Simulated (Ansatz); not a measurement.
# A computed series for HfN: pressure series

The parent structure is HfN in the rock salt structure (space group Fm-3m, No. 225; a = 4.468 Å).

Cell and atoms are relaxed at each pressure.

Computed with Ansatz (a quantum-chemistry and plane-wave program) LDA, scalar-relativistic without spin-orbit coupling.

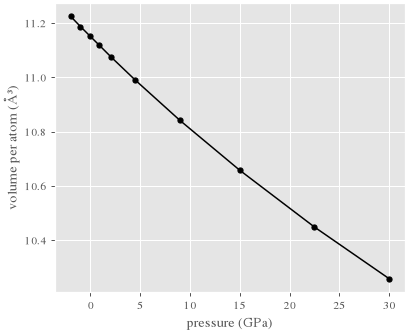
Fig. 1. Volume per atom against pressure

| pressure (GPa) | volume per atom |
|---|---|
| -2 | 11.22 Å³ |
| -1 | 11.19 Å³ |
| 0.9 | 11.12 Å³ |
| 2.1 | 11.07 Å³ |
| 4.5 | 10.99 Å³ |
| 9 | 10.84 Å³ |
| 15 | 10.66 Å³ |
| 22.5 | 10.45 Å³ |
| 30 | 10.26 Å³ |

Load acts through the strain it causes; cell and atoms are relaxed under it. Stability against distortions was not tested. No other phases were tried under pressure. The final runs are not spin-polarised. An odd electron count without spin: HfN.
